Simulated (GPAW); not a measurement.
**Run report: SF4, property calculation**

The run: property calculation of SF4, SMILES FS(F)(F)F. Method and program: LDA (PW92)/real-space grid, scalar-relativistic datasets (GPAW 26.7.0).

The geometry comes from this level: PBE0-D4/def2-TZVP.

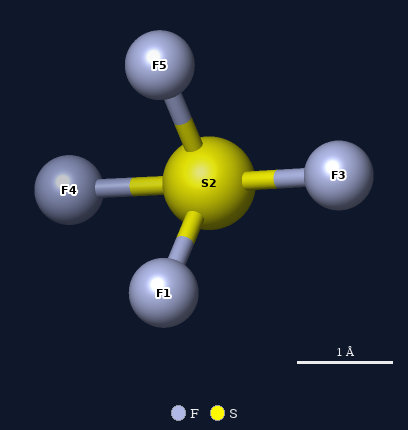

*The structure (ball-and-stick view, seen at a tilt; atoms are numbered from 1 in the order of the input).*

Bond lengths as drawn: F–S 1.55 to 1.65 Å.

## Input (f4s_sp.py)
```python
import numpy as np
from ase.io import read
from ase.units import Debye
from gpaw import GPAW

# Set up the molecule
atoms = read('f4s.xyz')
atoms.center(vacuum=4.5)

# DFT calculator
calc = GPAW(mode='fd', xc='LDA', maxiter=100, h=0.2, txt='-')
atoms.calc = calc

energy = atoms.get_potential_energy()
print(f'Energy                  {energy:.5f} eV')
forces = atoms.get_forces()
print('Forces (eV/Ang)')
for symbol, f in zip(atoms.symbols, forces):
    print(f'{symbol:2} {f[0]:9.4f} {f[1]:9.4f} {f[2]:9.4f}')
dipole = atoms.get_dipole_moment() / Debye
print(f'Dipole                  {np.linalg.norm(dipole):.3f} D')
homo, lumo = calc.get_homo_lumo()
print(f'HOMO = {homo:.3f} eV')
print(f'LUMO = {lumo:.3f} eV')
print(f'Gap: {lumo - homo:.3f} eV')
```

## File f4s.xyz
```
5

F     -0.561200    -0.228000     1.172800
S      0.064000    -0.357400    -0.243000
F      1.536700    -0.462000     0.491400
F     -1.440100    -0.077300    -0.858200
F      0.400600     1.124600    -0.563100
```

Run on 1 thread of Arm Neoverse V2, 112 GiB of memory available, shared host.

Command:
```bash
python3 -u f4s_sp.py | tee f4s_sp.out
```

## Output
```
__  _  _
 | _ |_)|_||  |
 |__||  | ||/\| - 26.7.0

units:  Angstrom and eV
cores:  1
OpenMP: False

Versions:
  Python: 3.12.14
  ASE:    3.29.0
  Numpy:  2.5.5
  Scipy:  1.18.1
  Libxc:  7.0.0

        _gpaw.cpython-312-aarch64-linux-gnu.so

Input parameters:
  mode=FD(),
  h=0.2,
  maxiter=100,
  xc=XC(name='LDA')

Diagonalizing LCAO Hamiltonian
Converting LCAO to fd mode
        .----------------------------.
       /|                            |
      / |                            |
     /  |                            |
    /   |                            |
   /    |                            |
  /     |                            |
 *      |                            |
 |      |                            |
 |      |                            |
 |      |        F                   |
 |      |          SF F              |
 |      |      F                     |
 |      |                            |
 |      .----------------------------.
 |     /                            /
 |    /                            /
 |   /                            /
 |  /                            /
 | /                            /
 |/                            /
 *----------------------------*

Atoms  # Å, Bohr magnetons
|   | symbol |        x |        y |        z |    initial magnetic moments |
|---|--------|----------|----------|----------|-----------------------------|
| 0 |      F | 5.378900 | 4.734000 | 6.531000 | ( 0.0000,  0.0000,  0.0000) |
| 1 |      S | 6.004100 | 4.604600 | 5.115200 | ( 0.0000,  0.0000,  0.0000) |
| 2 |      F | 7.476800 | 4.500000 | 5.849600 | ( 0.0000,  0.0000,  0.0000) |
| 3 |      F | 4.500000 | 4.884700 | 4.500000 | ( 0.0000,  0.0000,  0.0000) |
| 4 |      F | 6.340700 | 6.086600 | 4.795100 | ( 0.0000,  0.0000,  0.0000) |

Unit cell  # Å
| periodic |         x |         y |         z |   lengths |    angles |
|----------|-----------|-----------|-----------|-----------|-----------|
|       no | 11.976800 |  0.000000 |  0.000000 | 11.976800 | 90.000000 |
|       no |  0.000000 | 10.586600 |  0.000000 | 10.586600 | 90.000000 |
|       no |  0.000000 |  0.000000 | 11.031000 | 11.031000 | 90.000000 |

Number of symmetries: 1
Symmetry operations  # r_c * U_cc + t_c -> r_c
|   | kind |            matrix            |
|---|------|------------------------------|
| 0 |  E   |  1, 0, 0,  0, 1, 0,  0, 0, 1 |

BZ-sampling:
  Number of BZ points: 1
  Number of IBZ points: 1

  Monkhorst-Pack size: [1, 1, 1]
  Monkhorst-Pack shift: [0, 0, 0]

K-points  # in reciprocal-cell coordinates
|   |                                coordinates |     weight |
|---|--------------------------------------------|------------|
| 0 | (  0.00000000,   0.00000000,   0.00000000) | 1.00000000 |

Uniform wave function grid shape: (np.int64(59), np.int64(51), np.int64(55))
Spin-components: 1 (collinear spins)
Bands:           20
Projectors:      25
Spin-degeneracy: 2
Datatype:        float64

  Storage: CPU
  Wave functions: 26_479_200 bytes (26_479_200 per core)

Parallelization:
  kpt:    1
  domain: 1
  band:   1

Density:
  Valence electrons: 34.0
  Components: 1
  Grid points: [60 52 56]
  Charge: 0.0  # |e|

Potential:
  Grid points: [60 52 56]

species:
  F:
    name:    Fluorine
    Z:       9.0
    valence: 7
    core:    2
    charge:  0.0  # [|e|]
    file:    F.LDA.gz
    compensation charges:
      type: gauss
      rc: 0.20  # [Å]
      lmax: 2
    cutoffs:
      filter: 1.14  # [Å]
      core: 0.74  # [Å]
    projectors
    | kind |    occ | energy [eV] | rcut [Å] |
    |------|--------|-------------|----------|
    |   2s |  2.000 |     -29.647 |    0.635 |
    |   2p |  5.000 |     -11.293 |    0.635 |
    |    s |        |      -2.435 |    0.635 |
    |    p |        |      15.918 |    0.635 |
    |    d |        |       0.000 |    0.635 |

    Using partial waves for F as LCAO basis

  S:
    name:    Sulfur
    Z:       16.0
    valence: 6
    core:    10
    charge:  0.0  # [|e|]
    file:    S.LDA.gz
    compensation charges:
      type: gauss
      rc: 0.24  # [Å]
      lmax: 2
    cutoffs:
      filter: 1.77  # [Å]
      core: 1.66  # [Å]
    projectors
    | kind |    occ | energy [eV] | rcut [Å] |
    |------|--------|-------------|----------|
    |   3s |  2.000 |     -17.278 |    0.974 |
    |   3p |  4.000 |      -7.106 |    0.979 |
    |    s |        |       9.933 |    0.974 |
    |    p |        |      20.105 |    0.979 |
    |    d |        |       0.000 |    0.900 |

    Using partial waves for S as LCAO basis

Reference energy: -21620.419112  # eV

eigensolver:
  PPCG
  Converge bands: occupied
  niter=2

density mixing:
  MSR1-Mixer
  Pratt-step length: 0.05
  Maximum mixing coefficient: 0.75
  Old densities: 10
  SVD Regularization: 0.005
  Good broyden scale: 1.0
  Trust region scale: 1.0
  Backstep threshold: 4.0
  History deletion threshold: 6.0
  Fourier metric: weight=20.0, sigma=0.015

occupation numbers:
  # Zero width

FastPoissonSolver using
    Stencil: 6*3+1=19 point O(h^6) finite-difference Laplacian
    FFT axes: []
    FST axes: [np.int64(1), np.int64(2), np.int64(0)]

xc functional:
  name: None
interpolation: tri-quintic # 5. degree polynomial

Initialization done in: 0.965 s

convergence criteria:
- Maximum [total energy] change in last 3 cyles: 0.0005 eV / valence electron
- Maximum integral of absolute [dens]ity change: 0.0001 electrons / valence electron
- Maximum integral of absolute [eigenst]ate change: 4e-08 eV^2 / valence electron
maximum number of iterations: 100

SCF iterations
|iter     |     time |      energy | eigst |  dens |
|---------|----------|-------------|-------|-------|
|iter:   1| 00:00:01 |  -25.703085 | +1.02 |       |
|iter:   2| 00:00:02 |  -25.120637 | -0.08 | -1.01 |
|iter:   3| 00:00:03 |  -22.972002 | +0.43 | -1.06 |
|iter:   4| 00:00:04 |  -22.979422 | -0.58 | -1.58 |
|iter:   5| 00:00:05 |  -22.976818c| -1.34 | -1.87 |
|iter:   6| 00:00:06 |  -22.976381c| -2.12 | -2.52 |
|iter:   7| 00:00:07 |  -22.976336c| -2.91 | -2.90 |
|iter:   8| 00:00:07 |  -22.976347c| -3.89 | -3.33 |
|iter:   9| 00:00:08 |  -22.976348c| -4.46 | -3.79 |
|iter:  10| 00:00:09 |  -22.976348c| -5.19 | -4.23c|
|iter:  11| 00:00:10 |  -22.976349c| -5.95 | -4.66c|
|iter:  12| 00:00:11 |  -22.976349c| -6.59 | -5.05c|
|iter:  13| 00:00:12 |  -22.976349c| -7.19 | -5.52c|
|iter:  14| 00:00:13 |  -22.976349c| -7.81c| -5.95c|

Converged in 14 steps
SCF loop duration: 12.376 s (0.884 s/step)
Energy contributions relative to reference atoms: (reference = -21620.419112)

Energy contributions:
  Kinetic:          25.185512
  Coulomb:         -23.476811
  Zero:              1.522633
  External:          0.000000
  Xc:              -26.207682
  Entropy:           0.000000
  Spinorbit:         0.000000
  ----------------------------
  Free energy:     -22.976349
  Extrapolated:    -22.976349

dipole moment: (0.017075, -0.095395, -0.064497)  # |e|*Ang

Fermi level: -5.898
Eigenvalues  # (at kpt = [0.000, 0.000, 0.000])
| band index |      eig [eV] | occ [0-2] |
|------------|---------------|-----------|
|          0 |       -34.048 |     2.000 |
|        ... |               |           |
|          9 |       -12.795 |     2.000 |
|         10 |       -12.265 |     2.000 |
|         11 |       -12.113 |     2.000 |
|         12 |       -10.924 |     2.000 |
|         13 |       -10.662 |     2.000 |
|         14 |       -10.236 |     2.000 |
|         15 |       -10.038 |     2.000 |
|         16 |        -8.499 |     2.000 |
|         17 |        -3.298 |     0.000 |
|         18 |        -1.172 |     0.000 |
|         19 |         0.030 |     0.000 |

Gap: 5.201 eV
Transition (v -> c):
  (s=0, k=0, n=16, [0.00, 0.00, 0.00]) -> (s=0, k=0, n=17, [0.00, 0.00, 0.00])
No difference between direct/indirect transitions
vacuum-level: 0.000  # V
Energy                  -22.97635 eV

Forces  # eV/Ang
|        x |        y |        z |
|----------|----------|----------|
| -0.36452 |  0.38505 |  0.64054 |  # F    0
|  0.07187 | -0.48826 | -0.32012 |  # S    1
|  0.23183 |  0.12782 | -0.29112 |  # F    2
| -0.31047 |  0.02158 | -0.47812 |  # F    3
| -0.34587 |  0.20703 |  0.25901 |  # F    4

Force computation time: 0.046  # s
Forces (eV/Ang)
F    -0.3645    0.3851    0.6405
S     0.0719   -0.4883   -0.3201
F     0.2318    0.1278   -0.2911
F    -0.3105    0.0216   -0.4781
F    -0.3459    0.2070    0.2590
Dipole                  0.559 D
HOMO = -8.499 eV
LUMO = -3.298 eV
Gap: 5.201 eV
```

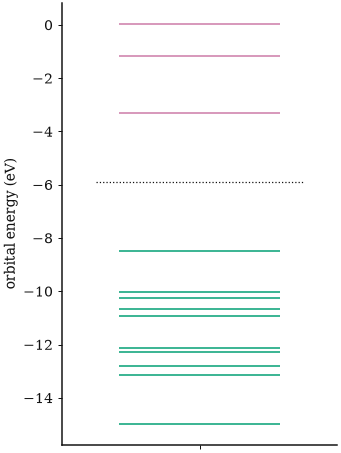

*Orbital energies near the frontier; the dotted line parts filled from empty levels, and levels within 0.02 eV of each other stand side by side.*

Highest filled −8.50 eV, lowest empty −3.30 eV, 5.20 eV apart.

## Key numbers

```csv
quantity,value
outcome,converged
energy relative to the program's reference atoms,−22.9763 eV
largest force,0.832 eV/Å
HOMO,−8.50 eV
LUMO,−3.30 eV
dipole moment,0.56 D
wall time,14 s
peak memory,0.53 GiB
```
